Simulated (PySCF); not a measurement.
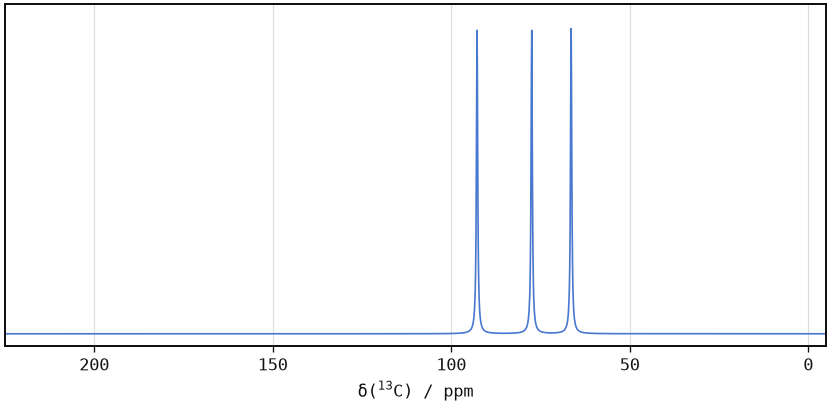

GIAO shifts, PBE0/pcSseg-1 in PySCF 2.14.0, at a GFN2-xTB geometry (no frequency check), against TMS for ¹³C computed at the same level. Gas phase, fully decoupled, line heights follow the number of nuclei, widths are arbitrary (no quadrupolar broadening); values of one conformer, averaged over nuclei that symmetry or rotation about single bonds exchange, these motions taken as fast.

Which molecule was computed?
A. C₄H₆O₂Si, SMILES O=C(O)C#CC[SiH3]
B. C₆H₁₄ (2,2-dimethylbutane), SMILES CCC(C)(C)C
C. C₃H₆B₂, SMILES BC(B)C#C

C. Its ¹³C signals: 92.8 (1 C), 77.5 (1 C), 66.4 (1 C) ppm.

Known limits of this run: the tight-binding geometry is rougher than a DFT one and adds to the error.
